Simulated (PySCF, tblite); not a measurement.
**C₄H₁₆BNSi: geometry, infrared bands and NMR shifts**

What infrared bands and NMR shifts should C₄H₁₆BNSi (`CC[B@H-]([NH3+])C[SiH2]C`) show?

Programs: tblite 0.8.0 and PySCF 2.14.0, with density-fitted response routines of our own. Each step states its level of theory. These are calculated values for one molecule in the gas phase, unless marked as measured. Atoms are numbered from 0 throughout.

## 1. The starting structure

23 atoms, charge 0, multiplicity 1; geometry from: force field or distance geometry start.

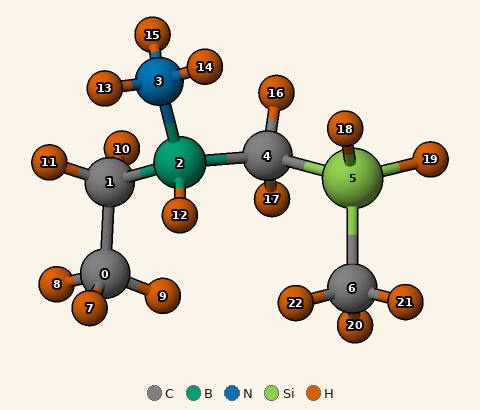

As it starts; carbon grey, boron teal, nitrogen blue, silicon green, hydrogen orange, atoms numbered.

## 2. Optimising the geometry with GFN2-xTB

Job settings and geometry (Å):

```
{"job": {"kind": "relax", "xc": "GFN2-xTB", "basis": "xTB"}, "charge": 0, "multiplicity": 1}
C     -1.742800    -1.919700    -0.543500
C     -1.994700    -0.413700    -0.377500
B     -0.664800     0.346200     0.193500
N     -1.095500     1.653700     0.903500
C      0.339400     0.692300    -1.019500
Si     2.109600     0.853700    -0.443600
C      2.774500    -0.810800     0.076600
H     -1.488600    -2.381200     0.435700
H     -2.671200    -2.398000    -0.927600
H     -0.935600    -2.106000    -1.262900
H     -2.297700     0.019800    -1.343400
H     -2.833600    -0.280100     0.347200
H     -0.135700    -0.358400     0.992300
H     -1.676300     1.409500     1.742200
H     -0.252000     2.173500     1.240500
H     -1.648000     2.258400     0.279000
H      0.040900     1.652100    -1.503400
H      0.308000    -0.107800    -1.798500
H      2.198900     1.799800     0.690000
H      2.940300     1.360300    -1.545400
H      2.663700    -1.524700    -0.754800
H      3.844200    -0.715100     0.351900
H      2.212100    -1.176800     0.970400
```

Run with:

```
> OMP_NUM_THREADS=1 python probes_run.py task.json out
```

The driver reads the jobs from task.json and runs them one after another.

The program printed:

```text
step      E/eV     max force
  0    -614.14838    2.178
  1    -614.32484    0.816
  2    -614.37401    0.314
  3    -614.39582    0.318
  4    -614.41367    0.289
  5    -614.42349    0.291
  6    -614.43305    0.195
  7    -614.43850    0.141
  8    -614.44222    0.133
  9    -614.44564    0.158
 10    -614.44968    0.139
 11    -614.45298    0.136
 12    -614.45506    0.083
 13    -614.45648    0.089
 14    -614.45786    0.089
 15    -614.45938    0.106
 16    -614.46090    0.118
 17    -614.46228    0.090
 18    -614.46348    0.074
 19    -614.46452    0.063
 20    -614.46537    0.061
 21    -614.46617    0.067
 22    -614.46707    0.083
 23    -614.46812    0.085
 24    -614.46922    0.078
 25    -614.47025    0.073
 26    -614.47119    0.080
 27    -614.47213    0.094
 28    -614.47305    0.089
 29    -614.47379    0.065
 30    -614.47436    0.054
 31    -614.47488    0.050
 32    -614.47550    0.068
 33    -614.47620    0.077
 34    -614.47689    0.066
 35    -614.47751    0.060
 36    -614.47816    0.059
 37    -614.47900    0.076
 38    -614.48010    0.087
 39    -614.48142    0.085
 40    -614.48286    0.088
 41    -614.48440    0.126
 42    -614.48593    0.129
 43    -614.48728    0.074
 44    -614.48839    0.067
 45    -614.48938    0.088
 46    -614.49036    0.121
 47    -614.49136    0.106
 48    -614.49237    0.070
 49    -614.49348    0.076
 50    -614.49471    0.078
 51    -614.49584    0.092
 52    -614.49680    0.064
 53    -614.49774    0.065
 54    -614.49887    0.063
 55    -614.50021    0.104
 56    -614.50168    0.102
 57    -614.50307    0.073
 58    -614.50440    0.078
 59    -614.50575    0.079
 60    -614.50666    0.092
 61    -614.50757    0.071
 62    -614.50830    0.053
 63    -614.50924    0.052
 64    -614.50994    0.077
 65    -614.51121    0.082
 66    -614.51239    0.064
 67    -614.51349    0.058
 68    -614.51435    0.070
 69    -614.51501    0.073
 70    -614.51576    0.066
 71    -614.51680    0.074
 72    -614.51806    0.079
 73    -614.51931    0.070
 74    -614.52031    0.058
 75    -614.52095    0.043
 76    -614.52130    0.028
 77    -614.52149    0.025
 78    -614.52165    0.029
 79    -614.52181    0.027
 80    -614.52198    0.027
 81    -614.52212    0.026
 82    -614.52228    0.037
 83    -614.52246    0.034
 84    -614.52267    0.038
 85    -614.52283    0.030
 86    -614.52293    0.024
 87    -614.52303    0.025
 88    -614.52318    0.038
 89    -614.52337    0.038
 90    -614.52355    0.030
 91    -614.52371    0.029
 92    -614.52388    0.032
 93    -614.52411    0.047
 94    -614.52442    0.049
 95    -614.52474    0.038
 96    -614.52502    0.037
 97    -614.52528    0.038
 98    -614.52554    0.042
 99    -614.52575    0.028
100    -614.52588    0.020
101    -614.52596    0.019
102    -614.52606    0.031
103    -614.52621    0.040
104    -614.52640    0.034
105    -614.52654    0.027
106    -614.52665    0.029
107    -614.52676    0.028
108    -614.52694    0.033
109    -614.52722    0.042
110    -614.52759    0.049
111    -614.52801    0.042
112    -614.52853    0.053
113    -614.52918    0.059
114    -614.52985    0.049
115    -614.53036    0.049
116    -614.53068    0.032
117    -614.53090    0.032
118    -614.53109    0.031
119    -614.53126    0.026
120    -614.53140    0.023
121    -614.53150    0.020
122    -614.53160    0.021
123    -614.53169    0.019
124    -614.53178    0.021
125    -614.53185    0.021
126    -614.53193    0.019
127    -614.53200    0.020
128    -614.53210    0.023
129    -614.53223    0.028
130    -614.53242    0.029
131    -614.53263    0.032
132    -614.53282    0.027
133    -614.53295    0.021
134    -614.53305    0.022
135    -614.53318    0.029
136    -614.53339    0.030
137    -614.53358    0.029
138    -614.53374    0.026
139    -614.53386    0.026
140    -614.53397    0.022
141    -614.53413    0.024
142    -614.53423    0.019
143    -614.53432    0.021
144    -614.53439    0.018
145    -614.53449    0.029
146    -614.53462    0.037
147    -614.53474    0.030
148    -614.53483    0.019
149    -614.53488    0.013
150    -614.53492    0.013
151    -614.53498    0.022
152    -614.53505    0.028
153    -614.53512    0.023
154    -614.53519    0.024
155    -614.53525    0.019
156    -614.53532    0.025
157    -614.53539    0.025
158    -614.53545    0.018
159    -614.53551    0.020
160    -614.53559    0.025
161    -614.53572    0.033
162    -614.53588    0.036
163    -614.53605    0.025
164    -614.53619    0.025
165    -614.53632    0.029
166    -614.53645    0.037
167    -614.53658    0.030
168    -614.53668    0.025
169    -614.53677    0.025
170    -614.53686    0.029
171    -614.53698    0.030
172    -614.53710    0.021
173    -614.53719    0.017
174    -614.53725    0.018
175    -614.53731    0.021
176    -614.53739    0.023
177    -614.53748    0.018
178    -614.53756    0.018
179    -614.53763    0.019
180    -614.53770    0.020
181    -614.53780    0.019
182    -614.53790    0.018
183    -614.53799    0.031
184    -614.53809    0.020
185    -614.53819    0.016
186    -614.53824    0.021
187    -614.53831    0.017
188    -614.53838    0.021
189    -614.53846    0.021
190    -614.53855    0.021
191    -614.53863    0.019
192    -614.53861    0.048
193    -614.53873    0.019
194    -614.53878    0.014
195    -614.53885    0.011
196    -614.53891    0.017
197    -614.53896    0.014
198    -614.53900    0.014
199    -614.53904    0.016
200    -614.53908    0.015
201    -614.53913    0.015
202    -614.53917    0.020
203    -614.53921    0.012
204    -614.53926    0.013
205    -614.53930    0.015
206    -614.53935    0.017
207    -614.53940    0.017
208    -614.53946    0.018
209    -614.53951    0.019
210    -614.53957    0.022
211    -614.53963    0.021
212    -614.53968    0.014
213    -614.53973    0.012
214    -614.53977    0.014
215    -614.53980    0.012
216    -614.53982    0.009
```

Wall time 1.8 s (1 thread of Arm Neoverse V1, shared host); peak memory 0.18 GiB.

Relaxation path: (not every step is listed)

| step | energy from step 0 (eV) | largest force (eV/Å) |
| --- | --- | --- |
| 0 | 0.0000 | 2.1780 |
| 1 | -0.1765 | 0.8160 |
| 2 | -0.2256 | 0.3143 |
| 3 | -0.2474 | 0.3179 |
| 4 | -0.2653 | 0.2890 |
| 5 | -0.2751 | 0.2914 |
| 6 | -0.2847 | 0.1946 |
| 7 | -0.2901 | 0.1407 |
| 8 | -0.2938 | 0.1327 |
| 28 | -0.3247 | 0.0887 |
| 48 | -0.3440 | 0.0704 |
| 68 | -0.3660 | 0.0703 |
| 88 | -0.3748 | 0.0379 |
| 108 | -0.3786 | 0.0333 |
| 128 | -0.3837 | 0.0227 |
| 148 | -0.3865 | 0.0193 |
| 168 | -0.3883 | 0.0249 |
| 188 | -0.3900 | 0.0209 |
| 208 | -0.3911 | 0.0175 |
| 211 | -0.3913 | 0.0210 |
| 212 | -0.3913 | 0.0139 |
| 213 | -0.3913 | 0.0121 |
| 214 | -0.3914 | 0.0137 |
| 215 | -0.3914 | 0.0116 |
| 216 | -0.3914 | 0.0091 |

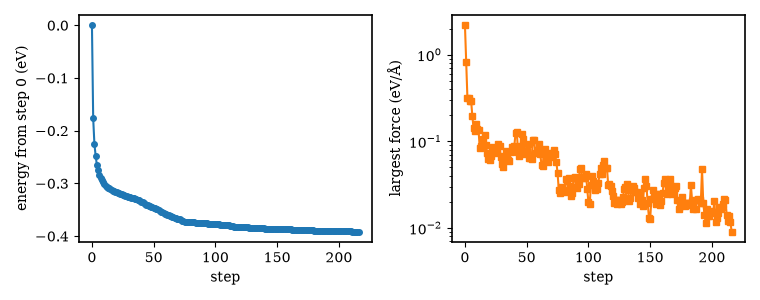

Energy and largest force along the relaxation.

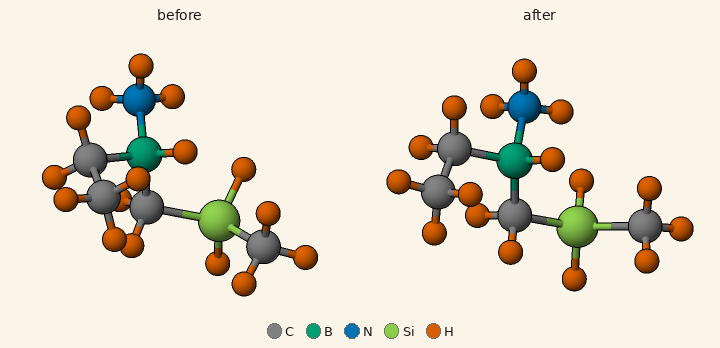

The geometry before (left) and after (right).

Close pairs (by a distance rule), those that changed most:

```
  bond  before (Å)  after (Å)  change (Å)
 B2–N3       1.549      1.654      +0.105
N3–H13       1.049      1.014      -0.035
Si5–C6       1.866      1.899      +0.033
N3–H14       1.047      1.014      -0.032
C6–H22       1.118      1.086      -0.032
C4–H17       1.117      1.092      -0.026
 C0–H7       1.112      1.088      -0.024
C4–Si5       1.869      1.892      +0.023
```

The end geometry stands in the next job.

## 3. Harmonic vibrations with GFN2-xTB

Job settings and geometry (Å):

```
{"job": {"kind": "ir", "xc": "GFN2-xTB", "basis": "xTB"}, "charge": 0, "multiplicity": 1}
C     -2.345479    -1.715965    -0.937221
C     -2.156085    -0.386596    -0.207370
B     -0.605786    -0.088972     0.210090
N     -0.678023     1.327532     1.060103
C      0.361254     0.222601    -1.069081
Si     2.096713     0.891485    -0.723601
C      3.054634    -0.206799     0.493950
H     -1.970004    -2.534882    -0.327767
H     -3.395851    -1.905067    -1.159955
H     -1.795171    -1.714478    -1.874903
H     -2.551127     0.408107    -0.851085
H     -2.797027    -0.404293     0.682681
H     -0.159352    -0.893237     0.967814
H     -1.276593     1.214672     1.871070
H      0.261379     1.591908     1.337247
H     -1.060601     2.036202     0.443331
H     -0.137130     0.910002    -1.759953
H      0.480548    -0.703504    -1.634439
H      2.010469     2.246525    -0.103829
H      2.900776     1.054611    -1.945439
H      3.244552    -1.183805     0.060643
H      4.014705     0.227504     0.757650
H      2.498448    -0.366569     1.412830
```

The program printed:

```text
mode    cm-1     km/mol
  1      19.7      3.04
  2      67.7      3.52
  3      74.2      1.15
  4     104.4      0.16
  5     135.4      2.46
  6     153.6      2.87
  7     170.5      1.87
  8     213.1      8.73
  9     229.2      1.77
 10     299.8     18.16
 11     335.6      7.42
 12     373.5      5.45
 13     457.0     63.87
 14     577.9      3.88
 15     619.7      7.16
 16     646.3     59.12
 17     690.7     50.43
 18     697.7     41.24
 19     705.9     58.09
 20     751.7     59.79
 21     776.7     60.04
 22     801.3      5.11
 23     823.7    240.55
 24     832.9    105.80
 25     859.6    307.04
 26     873.7     62.83
 27     930.7     37.02
 28     987.3     47.01
 29    1043.9     91.89
 30    1051.2     20.24
 31    1082.1     16.44
 32    1097.5     44.31
 33    1134.6     50.75
 34    1203.0    144.95
 35    1221.0    203.43
 36    1273.2      5.97
 37    1321.2      0.72
 38    1379.3      7.80
 39    1411.7      0.23
 40    1481.0     43.38
 41    1486.8     10.03
 42    1495.0     46.31
 43    1497.9      0.50
 44    1501.3      3.43
 45    1513.4      0.62
 46    1516.1      1.19
 47    1522.1      1.18
 48    1999.3    496.72
 49    2177.7    385.96
 50    2445.1    196.13
 51    2900.6    117.88
 52    2923.8     44.84
 53    2929.7    150.83
 54    2977.8     34.22
 55    2990.3    103.86
 56    3027.2     64.99
 57    3034.8     41.56
 58    3035.3     50.06
 59    3039.1     41.95
 60    3047.4     20.36
 61    3413.8      3.17
 62    3431.7     15.62
 63    3438.4     14.18
```

Run time: 0.96 s. Hardware: 1 thread of Arm Neoverse V1, shared host; peak memory 0.18 GiB.

Which atoms move in the most intense modes:

| cm⁻¹ | km/mol | atoms |
| --- | --- | --- |
| 824 | 240.6 | H18 32 %, H19 26 %, Si5 12 %, C4 12 % |
| 860 | 307.0 | H21 22 %, Si5 20 %, H18 13 % |
| 1203 | 144.9 | H16 38 %, C4 20 %, H17 12 %, B2 10 % |
| 1221 | 203.4 | H15 27 %, H14 26 %, H13 25 %, N3 13 % |
| 1999 | 496.7 | H18 96 % |
| 2178 | 386.0 | H19 97 % |
| 2445 | 196.1 | H12 93 % |
| 2930 | 150.8 | H16 73 %, H10 14 % |

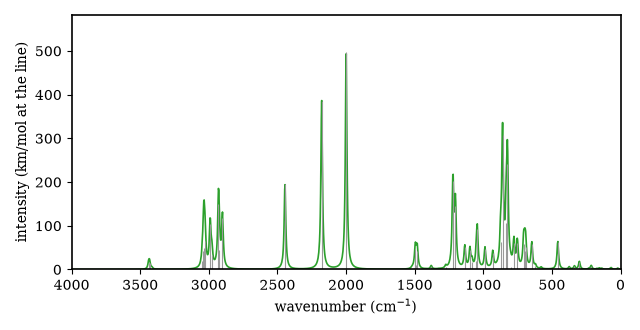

The infrared spectrum from these modes, unscaled. Lines are broadened to a width of 14 cm⁻¹ (Lorentzian).

## 4. Nuclear shieldings: PBE0/pcSseg-1

Settings changed since step 3:

```diff
@@ -1,2 +1,2 @@
-{"job": {"kind": "ir", "xc": "GFN2-xTB", "basis": "xTB"}, "charge": 0, "multiplicity": 1}
+{"job": {"kind": "nmr", "xc": "PBE0", "basis": "pcSseg-1"}, "charge": 0, "multiplicity": 1}
 C     -2.345479    -1.715965    -0.937221
```

Method: GIAO PBE0/pcSseg-1 NMR shielding, non-relativistic, gas phase.

The program printed:

```text
coarse grid: 18040 points
cycle   1  E = -530.5627819265  dE =  2.872e-01  |g| = 6.534e-01  |ddm| = 3.958e+00
cycle   2  E = -530.5083075729  dE =  5.447e-02  |g| = 7.958e-01  |ddm| = 1.626e+00
cycle   3  E = -530.6841489473  dE = -1.758e-01  |g| = 4.964e-02  |ddm| = 9.691e-01
cycle   4  E = -530.6846857841  dE = -5.368e-04  |g| = 2.521e-02  |ddm| = 7.880e-02
cycle   5  E = -530.6848405137  dE = -1.547e-04  |g| = 6.280e-03  |ddm| = 2.719e-02
cycle   6  E = -530.6848510135  dE = -1.050e-05  |g| = 8.971e-04  |ddm| = 6.896e-03
cycle   7  E = -530.6848512027  dE = -1.891e-07  |g| = 2.873e-04  |ddm| = 1.106e-03
final grid: 164912 points
cycle   8  E = -530.7196083264  dE = -5.906e-05  |g| = 1.003e-02  |ddm| = 3.567e-02
cycle   9  E = -530.7195963073  dE =  1.202e-05  |g| = 1.223e-02  |ddm| = 2.069e-02
cycle  10  E = -530.7196339380  dE = -3.763e-05  |g| = 4.893e-04  |ddm| = 1.141e-02
cycle  11  E = -530.7196339860  dE = -4.806e-08  |g| = 2.136e-04  |ddm| = 7.153e-04
cycle  12  E = -530.7196339971  dE = -1.110e-08  |g| = 4.975e-05  |ddm| = 2.226e-04
cycle  13  E = -530.7196339978  dE = -6.271e-10  |g| = 1.035e-05  |ddm| = 6.158e-05
converged SCF energy = -530.7196339978

GIAO shielding tensors (ppm)
atom      isotropic    diamagn.    paramagn.     s11        s22        s33       span
  0 C      173.939     245.409     -71.470    165.234    170.048    186.535     21.302
  1 C      163.162     251.146     -87.983    154.776    160.674    174.037     19.260
  2 B      114.873     187.147     -72.274    101.352    115.381    127.887     26.535
  3 N      211.305     319.297    -107.991    207.836    211.124    214.956      7.120
  4 C      185.007     255.578     -70.572    171.872    186.569    196.580     24.708
  5 Si     395.059     881.089    -486.030    350.106    390.919    444.152     94.046
  6 C      194.135     252.882     -58.747    188.751    194.121    199.533     10.782
  7 H       30.817      30.352       0.465     26.367     29.051     37.034     10.667
  8 H       30.497      27.722       2.775     25.370     27.752     38.369     12.998
  9 H       30.753      30.972      -0.220     25.555     30.968     35.735     10.180
 10 H       31.860      33.376      -1.515     28.509     31.347     35.725      7.216
 11 H       31.284      32.768      -1.483     26.521     30.890     36.443      9.922
 12 H       29.468      33.382      -3.914     28.137     29.815     30.453      2.315
 13 H       29.021      31.084      -2.063     23.127     25.125     38.810     15.682
 14 H       28.255      32.790      -4.535     20.399     26.795     37.571     17.173
 15 H       29.587      32.273      -2.686     25.453     26.353     36.955     11.502
 16 H       32.758      34.212      -1.454     27.996     31.595     38.682     10.686
 17 H       31.567      34.258      -2.691     25.896     31.154     37.651     11.755
 18 H       27.612      30.806      -3.194     24.160     26.765     31.911      7.750
 19 H       27.339      29.461      -2.122     23.265     25.524     33.227      9.962
 20 H       31.606      30.866       0.740     27.085     29.004     38.729     11.645
 21 H       31.759      28.084       3.676     27.042     28.123     40.114     13.072
 22 H       31.438      33.057      -1.619     26.082     30.941     37.290     11.208
```

It took 35 s on 1 thread of Arm Neoverse V1, shared host; peak memory 0.94 GiB.

The references, computed at this level on geometries of the same kind, shield at (ppm): ¹H TMS 31.72, ¹³C TMS 186.9, ²⁹Si TMS 349.2, ¹⁵N NH3 267.7, ¹¹B BF3·OEt2 100.1. Their shielding less the atom's gives the shift. The references are single molecules in the gas phase, so shifts against H2O, NH3, PH3, H3PO4 or CFCl3 are not on the usual liquid scales and can be off by tens of ppm. Atoms listed in one row are averaged.

```csv
atoms,environment,σ (ppm),δ (ppm),δ scaled to CDCl3
C1,sp3 CH2 bonded to B,163.2,23.8,21.3
C0,methyl carbon,173.9,13.0,10.8
C4,sp3 CH2 bonded to B and Si,185.0,1.9,0.0
C6,methyl carbon bonded to Si,194.1,-7.2,-9.0
H19,hydrogen on a silicon bonded to 2 C,27.34,4.38,–
H18,hydrogen on a silicon bonded to 2 C,27.61,4.11,–
"H13, H14, H15",hydrogen on a donor nitrogen of a Lewis adduct,28.95,2.76,–
H12,"hydrogen on a boron bonded to 2 C, N",29.47,2.25,–
"H7, H8, H9",hydrogen on a methyl carbon,30.69,1.03,1.07
H11,hydrogen on an sp3 CH2 bonded to B,31.28,0.43,0.51
H17,hydrogen on an sp3 CH2 bonded to B and Si,31.57,0.15,0.25
"H20, H21, H22",hydrogen on a methyl carbon bonded to Si,31.60,0.12,0.21
H10,hydrogen on an sp3 CH2 bonded to B,31.86,-0.14,-0.03
H16,hydrogen on an sp3 CH2 bonded to B and Si,32.76,-1.04,-0.88
B2,"boron bonded to 2 C, N, H",114.9,-14.8,–
N3,donor nitrogen of a Lewis adduct,211.3,56.4,–
Si5,"silicon bonded to 2 C, 2 H",395.1,-45.9,–
```

The scaled column applies a straight-line fit of computed shieldings to shifts measured in CDCl3 (root-mean-square error 0.16 ppm for H, 1.9 ppm for C).

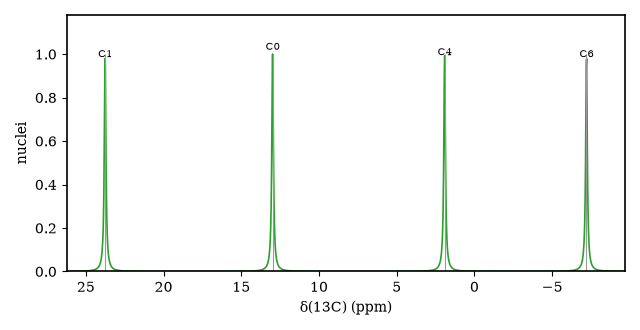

¹³C lines at the computed shifts, without couplings. Lines are broadened to a width of 0.12 ppm (Lorentzian).

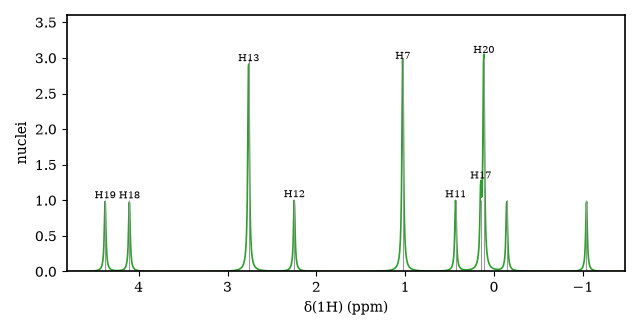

¹H lines at the computed shifts, without couplings. Lines are broadened to a width of 0.02 ppm (Lorentzian).

The run also stored atomic charges by several schemes (e):

| atoms | Mulliken | IAO | Hirshfeld | ESP fit |
| --- | --- | --- | --- | --- |
| C0 | -0.27 | -0.40 | -0.12 | -0.28 |
| C1 | -0.47 | -0.38 | -0.15 | -0.10 |
| B2 | 0.24 | -0.04 | 0.02 | 0.64 |
| N3 | -0.35 | -0.42 | -0.08 | -0.96 |
| C4 | -0.73 | -0.67 | -0.24 | -0.67 |
| Si5 | 0.56 | 0.74 | 0.32 | 0.68 |
| C6 | -0.61 | -0.71 | -0.22 | -0.66 |

IAO charges:

C0 -0.40; C1 -0.38; B2 -0.04; N3 -0.42; C4 -0.67; Si5 0.74; C6 -0.71; H7 0.13; H8 0.13; H9 0.13; H10 0.10; H11 0.10; H12 -0.04; H13 0.29; H14 0.29; H15 0.29; H16 0.13; H17 0.15; H18 -0.17; H19 -0.13; H20 0.16; H21 0.15; H22 0.15

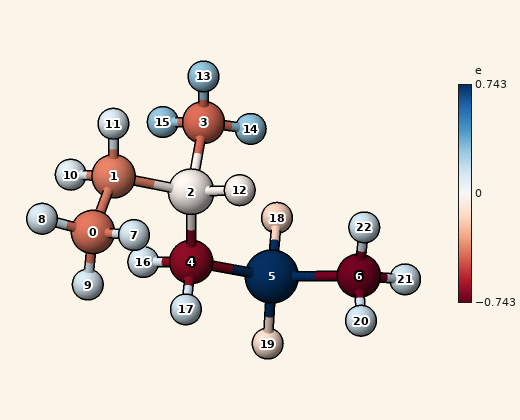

IAO charges, as colours on the atoms.

Mayer bond orders: C0–C1 1.08, C1–B2 0.95, B2–N3 0.53, B2–C4 0.92, C4–Si5 0.98, Si5–C6 0.94.

## 5. Outcome

```
                                                              quantity                                                             value
                             strongest single infrared mode (GFN2-xTB)                                             1999 cm⁻¹, 497 km/mol
                                          zero-point energy (GFN2-xTB)                                                    123.3 kcal/mol
                                ¹³C shifts against TMS (PBE0/pcSseg-1)                                         23.8, 13.0, 1.9, -7.2 ppm
¹H shifts against TMS (PBE0/pcSseg-1, means over atoms taken as alike)  4.38, 4.11, 2.76, 2.25, 1.03, 0.43, 0.15, 0.12, -0.14, -1.04 ppm
                           ¹¹B shifts against BF3·OEt2 (PBE0/pcSseg-1)                                                         -14.8 ppm
                                ¹⁵N shifts against NH3 (PBE0/pcSseg-1)                                                          56.4 ppm
                               ²⁹Si shifts against TMS (PBE0/pcSseg-1)                                                         -45.9 ppm
```

What this shows: Relaxing lowered the energy by 0.391 eV in 216 steps; the close pair that moved most is B2–N3, from 1.549 to 1.654 Å. No mode is imaginary among the 63: a minimum at this level. The strongest single mode, at 1999 cm⁻¹, moves mainly H18. Unscaled tight-binding wavenumbers are off by several per cent, some by more. Its intensities can rank the bands wrongly. At PBE0/pcSseg-1: The largest span, 94 ppm, is at Si5, where the paramagnetic term is -486 ppm.
